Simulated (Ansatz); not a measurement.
**Molecular dynamics, with input and output: GeNH$_{3}$O (part 3 of 3)**

The same run, continued: GeNH$_{3}$O; UKS CAM-B3LYP-D4/def2-SVP (Ansatz 0.2.0). It belongs to a series of runs on one base structure; here: dynamics from the highest image of the converged band.

Geometry of the input (Å):
```
N  -1.2615  0.3729  -0.2550
Ge -0.1330  -0.9769  0.0126
O  1.4596  -0.5142  0.6696
H  -0.4766  -0.6689  -1.5280
H  -1.0427  1.3474  0.0080
H  1.4962  0.3757  1.0464
```

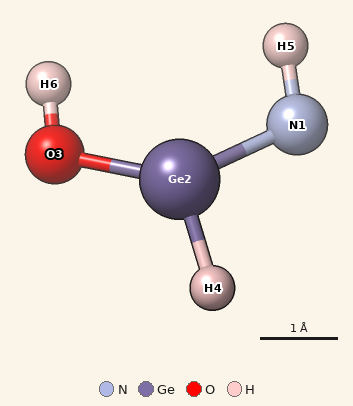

Figure 1. The geometry at step 103 of the log (ball-and-stick view, seen at a tilt; atoms are numbered from 1 in the order of the input).

## Trajectory as extended XYZ (Å, eV, eV/Å), 32 of the 201 frames kept, from step=0 to step=200
```
6
Properties=species:S:1:pos:R:3:forces:R:3 step=0 time_fs=0.0 energy=-60093.31999 temperature=100.0
N    -1.2615    0.3729   -0.2550   -0.0314   0.0170   0.0011
Ge   -0.1330   -0.9769    0.0126    0.0196  -0.0236   0.0148
O     1.4596   -0.5142    0.6696    0.0067  -0.0054   0.0026
H    -0.4766   -0.6689   -1.5280    0.0020   0.0008  -0.0167
H    -1.0427    1.3474    0.0080   -0.0003   0.0099  -0.0031
H     1.4962    0.3757    1.0464    0.0034   0.0014   0.0013
6
Properties=species:S:1:pos:R:3:forces:R:3 step=6 time_fs=3.0 energy=-60093.30430 temperature=70.2
N    -1.2676    0.3723   -0.2548   -0.0979   0.0798   0.1787
Ge   -0.1336   -0.9758    0.0121    0.1394   0.0825   0.5419
O     1.4627   -0.5163    0.6683    0.0007   0.3650   0.1704
H    -0.4214   -0.6988   -1.4851    0.0285  -0.2080  -0.8131
H    -1.0249    1.3386    0.0068   -0.0275   0.1094   0.0941
H     1.5005    0.3763    1.0615   -0.0433  -0.4286  -0.1719
6
Properties=species:S:1:pos:R:3:forces:R:3 step=13 time_fs=6.5 energy=-60093.36145 temperature=180.7
N    -1.2753    0.3726   -0.2530   -0.1075   0.4363   0.3441
Ge   -0.1340   -0.9743    0.0121    0.0932   0.3806   0.0770
O     1.4662   -0.5176    0.6674   -0.0863  -0.6191  -0.2836
H    -0.3515   -0.7594   -1.5152    0.2466  -0.5822  -0.5417
H    -1.0085    1.3362    0.0151   -0.1310  -0.1114   0.1407
H     1.5019    0.3495    1.0690   -0.0150   0.4957   0.2634
6
Properties=species:S:1:pos:R:3:forces:R:3 step=19 time_fs=9.5 energy=-60093.47932 temperature=408.4
N    -1.2827    0.3754   -0.2493   -0.1265   0.3014   0.3153
Ge   -0.1343   -0.9726    0.0123   -0.0387   0.6955  -0.9784
O     1.4687   -0.5211    0.6655   -0.0329   0.1373   0.0829
H    -0.2701   -0.8630   -1.5892    0.3932  -0.7988   0.4388
H    -1.0053    1.3271    0.0358   -0.1228  -0.0182   0.2560
H     1.5007    0.3536    1.0911   -0.0722  -0.3173  -0.1144
6
Properties=species:S:1:pos:R:3:forces:R:3 step=26 time_fs=13.0 energy=-60093.68935 temperature=814.7
N    -1.2922    0.3808   -0.2426    0.0334  -0.0039   0.1897
Ge   -0.1347   -0.9695    0.0109   -0.0670   0.9306  -1.6641
O     1.4714   -0.5248    0.6636   -0.0712  -0.1791  -0.0796
H    -0.1346   -1.0682   -1.6263    0.2826  -0.6968   1.1579
H    -1.0148    1.3149    0.0884   -0.1182  -0.0015   0.3548
H     1.4922    0.3332    1.1088   -0.0596  -0.0492   0.0414
6
Properties=species:S:1:pos:R:3:forces:R:3 step=32 time_fs=16.0 energy=-60093.97330 temperature=1363.6
N    -1.3001    0.3855   -0.2356    0.3925  -0.2102   0.1363
Ge   -0.1352   -0.9657    0.0077   -0.0776   1.2662  -1.5162
O     1.4733   -0.5289    0.6616   -0.1300  -0.5991  -0.3049
H     0.0076   -1.3089   -1.5572    0.0279  -0.4686   1.1031
H    -1.0344    1.3020    0.1652   -0.1747  -0.3128   0.2950
H     1.4791    0.3087    1.1270   -0.0380   0.3244   0.2866
6
Properties=species:S:1:pos:R:3:forces:R:3 step=39 time_fs=19.5 energy=-60094.31564 temperature=2025.6
N    -1.3060    0.3887   -0.2263    0.8241  -1.1344   0.0443
Ge   -0.1358   -0.9591    0.0018   -0.2348   2.1661  -0.9923
O     1.4747   -0.5366    0.6579   -0.2111   0.1927   0.2829
H     0.1750   -1.6408   -1.3627   -0.2841  -0.3072   0.6184
H    -1.0748    1.2550    0.2871   -0.0854  -0.3694   0.2540
H     1.4598    0.2967    1.1685   -0.0087  -0.5478  -0.2073
6
Properties=species:S:1:pos:R:3:forces:R:3 step=45 time_fs=22.5 energy=-60094.54546 temperature=2469.2
N    -1.3057    0.3842   -0.2179    1.1276  -2.0195   0.2161
Ge   -0.1366   -0.9508   -0.0047   -0.1844   2.6852  -1.1846
O     1.4746   -0.5431    0.6558   -0.3572  -0.6223  -0.0006
H     0.2925   -1.9525   -1.1320   -0.6676   0.1289   0.6917
H    -1.1178    1.1799    0.4142    0.0361  -0.3979   0.0529
H     1.4424    0.2515    1.1942    0.0454   0.2255   0.2246
6
Properties=species:S:1:pos:R:3:forces:R:3 step=52 time_fs=26.0 energy=-60094.59521 temperature=2565.3
N    -1.2974    0.3644   -0.2064    0.6168  -1.6201   0.4499
Ge   -0.1377   -0.9376   -0.0139    0.5905   0.8111  -0.9310
O     1.4721   -0.5541    0.6537   -0.3935  -0.1508   0.4508
H     0.3546   -2.2898   -0.7902   -1.0865   1.2684   0.5627
H    -1.1642    1.0502    0.5630    0.1099  -0.2893  -0.4175
H     1.4282    0.2144    1.2419    0.1627  -0.0193  -0.1149
6
Properties=species:S:1:pos:R:3:forces:R:3 step=58 time_fs=29.0 energy=-60094.47328 temperature=2330.0
N    -1.2861    0.3364   -0.1938   -0.1899  -1.1233   0.2349
Ge   -0.1379   -0.9251   -0.0230    1.1997  -0.8311  -0.1556
O     1.4677   -0.5648    0.6543   -0.2806   0.1802   0.7701
H     0.3106   -2.4694   -0.4472   -1.0920   1.7438  -0.0489
H    -1.1941    0.9144    0.6569    0.1493   0.2100  -0.3792
H     1.4303    0.1860    1.2761    0.2135  -0.1797  -0.4214
6
Properties=species:S:1:pos:R:3:forces:R:3 step=65 time_fs=32.5 energy=-60094.30018 temperature=1995.2
N    -1.2749    0.2956   -0.1774   -1.4074  -0.0008  -0.0526
Ge   -0.1363   -0.9118   -0.0338    1.7740  -1.9835   0.9451
O     1.4608   -0.5770    0.6594   -0.0046  -0.5328   0.1553
H     0.1451   -2.4978   -0.0576   -0.6837   1.2072  -0.8580
H    -1.2134    0.7807    0.7267    0.1273   0.6631  -0.3012
H     1.4553    0.1487    1.2824    0.1944   0.6469   0.1113
6
Properties=species:S:1:pos:R:3:forces:R:3 step=71 time_fs=35.5 energy=-60094.08231 temperature=1574.2
N    -1.2745    0.2604   -0.1635   -2.4383   1.1804  -0.0256
Ge   -0.1327   -0.9028   -0.0418    2.0920  -1.9351   1.5376
O     1.4548   -0.5896    0.6655    0.3361   0.1436   0.7090
H    -0.0620   -2.4123    0.2027   -0.2201  -0.1086  -1.1401
H    -1.2178    0.7245    0.7561    0.1276   0.7837  -0.5174
H     1.4943    0.1608    1.2855    0.1026  -0.0639  -0.5636
6
Properties=species:S:1:pos:R:3:forces:R:3 step=77 time_fs=38.5 energy=-60093.90225 temperature=1227.0
N    -1.2888    0.2321   -0.1498   -2.9564   1.7142  -0.0835
Ge   -0.1266   -0.8961   -0.0482    2.1395  -1.8320   1.6537
O     1.4506   -0.6020    0.6750    0.5316  -0.1109   0.4866
H    -0.2895   -2.3315    0.3675    0.0777  -0.7903  -1.0819
H    -1.2107    0.7365    0.7429    0.1857   0.9539  -0.5373
H     1.5423    0.1751    1.2473    0.0220   0.0651  -0.4377
6
Properties=species:S:1:pos:R:3:forces:R:3 step=84 time_fs=42.0 energy=-60094.00896 temperature=1432.8
N    -1.3280    0.2121   -0.1341   -2.3304   1.5870   0.3991
Ge   -0.1165   -0.8911   -0.0530    1.0483  -2.1089   1.6461
O     1.4491   -0.6178    0.6892    0.5357  -0.5350   0.1940
H    -0.5428   -2.3074    0.4398    0.5740  -0.0009  -1.1725
H    -1.1823    0.8514    0.6654    0.1813   0.7144  -0.8986
H     1.6019    0.2060    1.1601   -0.0089   0.3434  -0.1682
6
Properties=species:S:1:pos:R:3:forces:R:3 step=90 time_fs=45.0 energy=-60094.25795 temperature=1913.7
N    -1.3770    0.2057   -0.1181   -0.6968   1.4682   0.9351
Ge   -0.1064   -0.8895   -0.0551   -0.6374  -1.4405   1.3498
O     1.4512   -0.6337    0.7027    0.7180   0.3354   0.5047
H    -0.7091   -2.2937    0.3946    0.9698   0.4129  -1.0180
H    -1.1429    1.0133    0.5167   -0.1111  -0.1879  -1.2850
H     1.6504    0.2550    1.0654   -0.2426  -0.5881  -0.4865
6
Properties=species:S:1:pos:R:3:forces:R:3 step=97 time_fs=48.5 energy=-60094.51978 temperature=2418.9
N    -1.4386    0.2096   -0.0929    1.5515   1.1304   0.3790
Ge   -0.0957   -0.8895   -0.0555   -2.2970   0.3163   0.8841
O     1.4581   -0.6511    0.7213    0.3523  -0.3803  -0.0262
H    -0.8000   -2.2416    0.2365    0.9768  -0.1344  -0.4471
H    -1.1126    1.1777    0.2128   -0.5682  -1.0545  -0.7059
H     1.6856    0.2661    0.9107   -0.0154   0.1224  -0.0839
6
Properties=species:S:1:pos:R:3:forces:R:3 step=103 time_fs=51.5 energy=-60094.47249 temperature=2328.0
N    -1.4820    0.2204   -0.0687    2.8139   0.5022  -0.7356
Ge   -0.0893   -0.8893   -0.0546   -3.0006   1.8951   0.7165
O     1.4663   -0.6674    0.7375    0.2257   0.0242  -0.3262
H    -0.7887   -2.2094    0.0563    0.6648  -1.0257   0.0145
H    -1.1358    1.2281   -0.1138   -0.7013  -1.1466   0.2987
H     1.7108    0.2726    0.7654   -0.0025  -0.2492   0.0322
6
Properties=species:S:1:pos:R:3:forces:R:3 step=110 time_fs=55.0 energy=-60094.26493 temperature=1927.2
N    -1.5110    0.2364   -0.0465    3.1363  -0.6444  -1.5396
Ge   -0.0864   -0.8863   -0.0526   -3.5547   1.9389   0.6951
O     1.4775   -0.6858    0.7537    0.0494   0.4955  -0.8450
H    -0.6994   -2.2726   -0.1534    0.7669  -0.5942   0.2726
H    -1.2351    1.1690   -0.4603   -0.4292  -0.5874   1.0471
H     1.7393    0.2486    0.6037    0.0313  -0.6084   0.3698
6
Properties=species:S:1:pos:R:3:forces:R:3 step=116 time_fs=58.0 energy=-60094.11085 temperature=1629.9
N    -1.5151    0.2462   -0.0370    2.9113  -1.5726  -1.2547
Ge   -0.0885   -0.8812   -0.0499   -3.5228   0.9956   0.3280
O     1.4872   -0.6994    0.7631   -0.5232  -0.4004  -0.8707
H    -0.5528   -2.3808   -0.3081    0.8477   0.5931   0.5430
H    -1.3614    1.0611   -0.6679   -0.1213  -0.0202   0.8961
H     1.7690    0.1816    0.4950    0.4084   0.4046   0.3583
6
Properties=species:S:1:pos:R:3:forces:R:3 step=123 time_fs=61.5 energy=-60094.08232 temperature=1574.9
N    -1.4971    0.2457   -0.0355    2.6243  -1.6290  -0.6356
Ge   -0.0960   -0.8739   -0.0464   -2.4988   0.4771  -0.2360
O     1.4953   -0.7167    0.7678   -0.5296   0.3628  -1.0650
H    -0.2958   -2.4443   -0.4297    0.3576   1.1600   0.6703
H    -1.5234    0.9277   -0.8154   -0.0260  -0.1218   0.5947
H     1.8403    0.1280    0.4118    0.0725  -0.2492   0.6717
6
Properties=species:S:1:pos:R:3:forces:R:3 step=129 time_fs=64.5 energy=-60094.22524 temperature=1850.5
N    -1.4641    0.2346   -0.0387    2.1140  -0.9554  -0.3722
Ge   -0.1058   -0.8668   -0.0436   -1.0931   0.4049  -0.4336
O     1.4990   -0.7302    0.7659   -0.7388   0.3185  -0.7755
H    -0.0407   -2.3981   -0.4740   -0.2514   0.7299   0.4286
H    -1.6652    0.8017   -0.8835   -0.0211  -0.4799   0.5818
H     1.9128    0.0712    0.3980   -0.0096  -0.0180   0.5709
6
Properties=species:S:1:pos:R:3:forces:R:3 step=135 time_fs=67.5 energy=-60094.31350 temperature=2020.9
N    -1.4182    0.2178   -0.0443    1.0020   0.1706  -0.2049
Ge   -0.1168   -0.8594   -0.0413    0.6266   0.0883  -0.2738
O     1.4985   -0.7422    0.7600   -1.0263   0.0406  -0.2247
H     0.1942   -2.2933   -0.4835   -0.6759  -0.2439  -0.1004
H    -1.8092    0.6362   -0.9023   -0.0589  -0.6073   0.5206
H     1.9870    0.0163    0.4314    0.1325   0.5517   0.2831
6
Properties=species:S:1:pos:R:3:forces:R:3 step=142 time_fs=71.0 energy=-60094.23479 temperature=1868.9
N    -1.3585    0.2007   -0.0528   -1.7505   2.2450  -0.6079
Ge   -0.1285   -0.8508   -0.0390    3.2951  -1.8857  -0.1138
O     1.4919   -0.7546    0.7512   -0.1934   1.0834  -0.1176
H     0.3947   -2.1964   -0.5070   -0.9759  -0.6740  -0.5045
H    -1.9803    0.3777   -0.8628    0.2678  -0.5651   0.8626
H     2.0743   -0.0059    0.5080   -0.6431  -0.2036   0.4812
6
Properties=species:S:1:pos:R:3:forces:R:3 step=148 time_fs=74.0 energy=-60094.16330 temperature=1731.0
N    -1.3183    0.2002   -0.0640   -4.3629   3.4691  -0.8848
Ge   -0.1344   -0.8458   -0.0372    5.5916  -4.1263  -0.1576
O     1.4844   -0.7599    0.7431   -0.4285   0.5880   0.1589
H     0.4763   -2.1697   -0.5695   -1.2712  -0.2237  -0.3734
H    -2.1020    0.1066   -0.7518    0.8106  -0.0511   1.0059
H     2.1014   -0.0298    0.6142   -0.3396   0.3440   0.2511
6
Properties=species:S:1:pos:R:3:forces:R:3 step=155 time_fs=77.5 energy=-60094.31310 temperature=2020.1
N    -1.3045    0.2254   -0.0834   -4.7156   2.5847  -0.4491
Ge   -0.1330   -0.8460   -0.0353    5.6820  -4.2388  -0.1709
O     1.4728   -0.7620    0.7345   -0.1070   0.4702   0.0441
H     0.4356   -2.1621   -0.6798   -1.2186   0.1218  -0.0180
H    -2.1593   -0.2089   -0.5211    0.8504   0.8185   0.4200
H     2.0939   -0.0234    0.7673   -0.4912   0.2435   0.1738
6
Properties=species:S:1:pos:R:3:forces:R:3 step=161 time_fs=80.5 energy=-60094.49773 temperature=2376.3
N    -1.3235    0.2641   -0.1032   -2.8822   0.2976   0.2025
Ge   -0.1247   -0.8515   -0.0339    3.4565  -2.0519  -0.1821
O     1.4622   -0.7611    0.7275    0.6416   0.7039   0.0463
H     0.2891   -2.1483   -0.7785   -0.7456  -0.0161   0.1843
H    -2.1313   -0.4077   -0.2816    0.4395   1.3990  -0.2180
H     2.0425    0.0044    0.9130   -0.9098  -0.3325  -0.0330
6
Properties=species:S:1:pos:R:3:forces:R:3 step=168 time_fs=84.0 energy=-60094.44676 temperature=2278.4
N    -1.3668    0.3111   -0.1243   -0.0099  -1.6525   0.9260
Ge   -0.1100   -0.8608   -0.0326    0.3584   0.5852  -0.4430
O     1.4536   -0.7562    0.7194    0.6200  -0.2686  -0.2001
H     0.0414   -2.1359   -0.8735   -0.0784  -0.2159   0.3468
H    -2.0589   -0.4922   -0.0275   -0.5076   1.2912  -0.7057
H     1.8960    0.0161    1.0834   -0.3825   0.2606   0.0759
6
Properties=species:S:1:pos:R:3:forces:R:3 step=174 time_fs=87.0 energy=-60094.22575 temperature=1851.5
N    -1.4051    0.3414   -0.1367    1.9349  -1.9249   1.1250
Ge   -0.0967   -0.8683   -0.0321   -2.0383   1.5359  -0.9701
O     1.4504   -0.7525    0.7118    1.3143   0.4043   0.3919
H    -0.1817   -2.1421   -0.9223    0.4307  -0.0359   0.6063
H    -2.0382   -0.4471    0.1295   -1.0933   0.5833  -0.6755
H     1.7258    0.0348    1.2296   -0.5483  -0.5629  -0.4777
6
Properties=species:S:1:pos:R:3:forces:R:3 step=181 time_fs=90.5 energy=-60093.99303 temperature=1401.4
N    -1.4350    0.3618   -0.1422    2.6875  -2.0537   1.2792
Ge   -0.0845   -0.8748   -0.0330   -4.3258   1.6057  -1.3025
O     1.4551   -0.7455    0.7056    1.1554   0.5990   0.6848
H    -0.3926   -2.1525   -0.9137    0.9335   0.1120   0.6976
H    -2.1219   -0.3285    0.2386   -0.4821   0.3353  -0.7393
H     1.4769    0.0009    1.3491    0.0316  -0.5982  -0.6197
6
Properties=species:S:1:pos:R:3:forces:R:3 step=187 time_fs=93.5 energy=-60093.84526 temperature=1115.8
N    -1.4431    0.3657   -0.1385    2.6641  -1.9654   1.4044
Ge   -0.0793   -0.8783   -0.0354   -5.3643   1.5264  -1.1778
O     1.4660   -0.7362    0.7041    0.5536   0.3675   0.3167
H    -0.4904   -2.1539   -0.8438    1.0860  -0.1294   0.4068
H    -2.2402   -0.1951    0.2630    0.4170   0.2187  -0.9055
H     1.2629   -0.0815    1.3985    0.6436  -0.0178  -0.0446
6
Properties=species:S:1:pos:R:3:forces:R:3 step=194 time_fs=97.0 energy=-60093.78234 temperature=995.0
N    -1.4311    0.3553   -0.1235    3.2554  -1.3589   1.0883
Ge   -0.0813   -0.8800   -0.0399   -5.3437   1.7021  -0.8516
O     1.4818   -0.7221    0.7050   -0.6245   0.8016   0.6189
H    -0.4897   -2.1746   -0.7220    0.8856  -0.6508  -0.0825
H    -2.3401   -0.0227    0.1976    0.4103  -0.3889  -0.6500
H     1.0894   -0.1881    1.4426    1.4170  -0.1051  -0.1231
6
Properties=species:S:1:pos:R:3:forces:R:3 step=200 time_fs=100.0 energy=-60094.02233 temperature=1458.8
N    -1.3995    0.3369   -0.1031    3.0155  -1.0697   0.9668
Ge   -0.0899   -0.8793   -0.0449   -4.4210   1.3550  -0.7485
O     1.4923   -0.7058    0.7089   -1.0282   0.3849  -0.0677
H    -0.4054   -2.2464   -0.6204    0.6656  -0.5035  -0.1433
H    -2.3849    0.0947    0.0779    0.5299  -0.5384  -0.5658
H     1.0629   -0.2839    1.4762    1.2381   0.3717   0.5586
```

## Results in brief

```csv
quantity,value
outcome,finished
mean temperature over the second half,1784 K
trajectory,"200 steps, 100 fs"
ensemble,nve
temperature in the input,100.0 K
time step,0.5 fs
potential energy (last step),−60094.0224 eV
mean-field energy (last step),−60093.9470 eV
largest force (length of the vector) (last step),4.684 eV/Å
wall time,7.4 min (CPU time 14 min)
peak memory,0.23 GiB
```

## Notes

So short a trajectory is not equilibrated.
